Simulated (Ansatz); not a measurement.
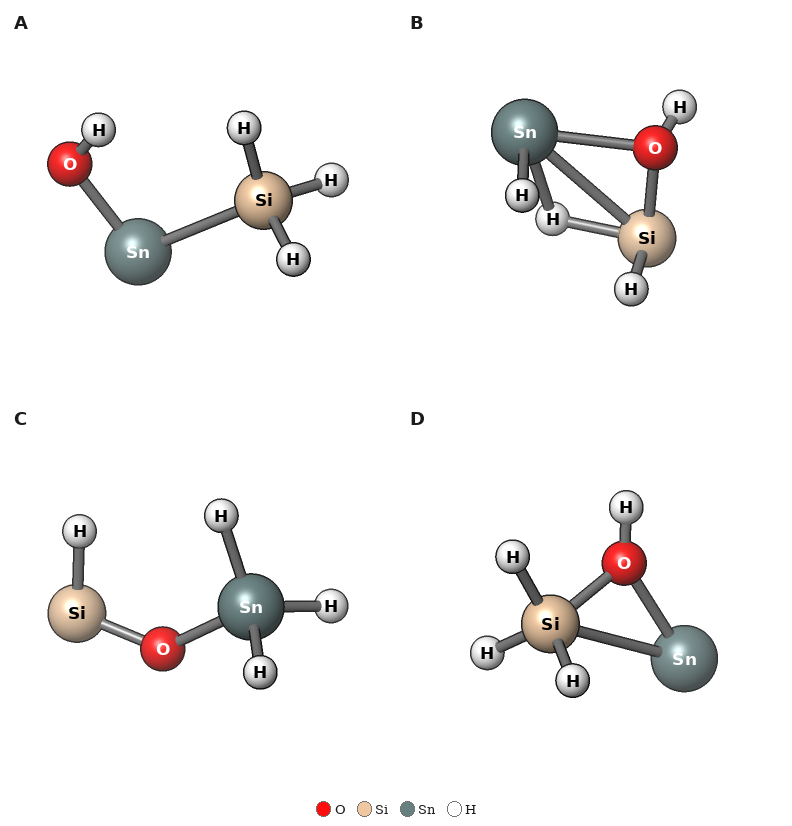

4 stationary structures of one formula. Geometries: PBE-D4/def2-SVP. Electronic energies: PBE-D4/def2-SVP (Ansatz 0.2.0), without zero-point energy. No frequency run is at hand to confirm each as a minimum. Each is one conformer, not always the lowest.

Question: Which is lowest in energy, and by how much?

Answer: A is lowest (Cs); B lies 12.1 kcal/mol above it (C1), C lies 27.2 kcal/mol above it (Cs), D lies 29.6 kcal/mol above it (Cs).
